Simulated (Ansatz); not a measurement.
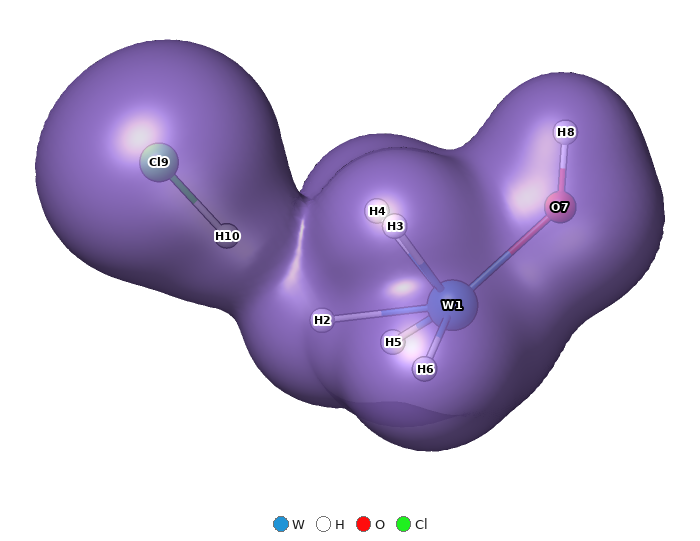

The picture shows: H$_{6}$OW···HCl. Isosurface of the electron density at 0.05 e/Å³ (purple), seen across its widest extent.

Core potentials replace the inner electrons of W.

These are results of Ansatz 0.2.0, RKS PBE/def2-SVP, not measurements.

```xyz
10

W    -0.4164   -0.3936   -0.3516
H     0.0316    0.0377    1.2391
H     1.1673    0.0389   -0.1066
H    -0.0293    1.1980   -0.0836
H    -1.6951    0.4048    0.4711
H     0.4404   -1.6614    0.4286
O    -0.1022   -0.0315   -2.1734
H     0.4738    0.5744   -2.6736
Cl    2.0121    2.0572    2.1871
H     1.1268    1.1526    1.8397
```

Which contacts does the surface bridge?

At this value the surface is in one piece. It bridges the sampled H···H (1.67 Å), W–O (1.88 Å), O–H (0.97 Å) and Cl–H (1.31 Å) contacts, where the density stays above the isovalue. On the grid the lowest density along these lines, outside the cores, is 0.15 e/Å³ (H···H, 1.67 Å), 1 e/Å³ (W–O, 1.88 Å), 2.3 e/Å³ (O–H, 0.97 Å) and 1.5 e/Å³ (Cl–H, 1.31 Å).
